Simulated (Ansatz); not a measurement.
Reaction (SMILES): F[Si]F (closed-shell singlet) → 2 F atom + Si atom
B3LYP-D3(BJ)/def2-TZVP geometries, fixed; electronic energies without zero-point terms.
Largest species:
```xyz
3

Si     0.0153     0.0127     0.5768
F      1.0240    -0.6902    -0.4611
F     -1.0478     0.6704    -0.4362
```
Charge 0, spin multiplicity 1.

Basis-set convergence of the atomisation energy at HF with Ansatz (an electronic-structure program). All functions are spherical. A restricted Hartree-Fock determinant is unstable towards unrestricted orbitals. Open shells are unrestricted. No added dispersion term, no relativity. Functions are those of the species that has most. Reference: the value in aug-cc-pV(5+d)Z, 213.37 kcal/mol, itself unsure by roughly 0.40 kcal/mol (its mean distance from pcseg-4, aug-pcseg-3, aug-cc-pV(Q+d)Z). Deviations are taken from unrounded values.

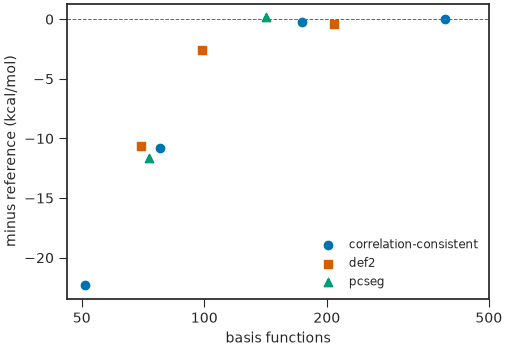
Figure: Deviation from the reference against the number of basis functions, by family of sets.

```json
[
 {"basis": "cc-pV(D+d)Z", "functions": "51", "atomisation energy (kcal/mol)": "191.05", "minus reference (kcal/mol)": "-22.33"},
 {"basis": "def2-SVPD", "functions": "70", "atomisation energy (kcal/mol)": "202.76", "minus reference (kcal/mol)": "-10.61"},
 {"basis": "aug-pcseg-1", "functions": "73", "atomisation energy (kcal/mol)": "201.73", "minus reference (kcal/mol)": "-11.64"},
 {"basis": "aug-cc-pV(D+d)Z", "functions": "78", "atomisation energy (kcal/mol)": "202.57", "minus reference (kcal/mol)": "-10.81"},
 {"basis": "def2-TZVP", "functions": "99", "atomisation energy (kcal/mol)": "210.80", "minus reference (kcal/mol)": "-2.57"},
 {"basis": "aug-pcseg-2", "functions": "142", "atomisation energy (kcal/mol)": "213.54", "minus reference (kcal/mol)": "0.17"},
 {"basis": "cc-pV(Q+d)Z", "functions": "174", "atomisation energy (kcal/mol)": "213.17", "minus reference (kcal/mol)": "-0.21"},
 {"basis": "def2-QZVPPD", "functions": "208", "atomisation energy (kcal/mol)": "212.97", "minus reference (kcal/mol)": "-0.40"},
 {"basis": "aug-cc-pV(5+d)Z", "functions": "390", "atomisation energy (kcal/mol)": "213.37", "minus reference (kcal/mol)": "0.00"}
]
```
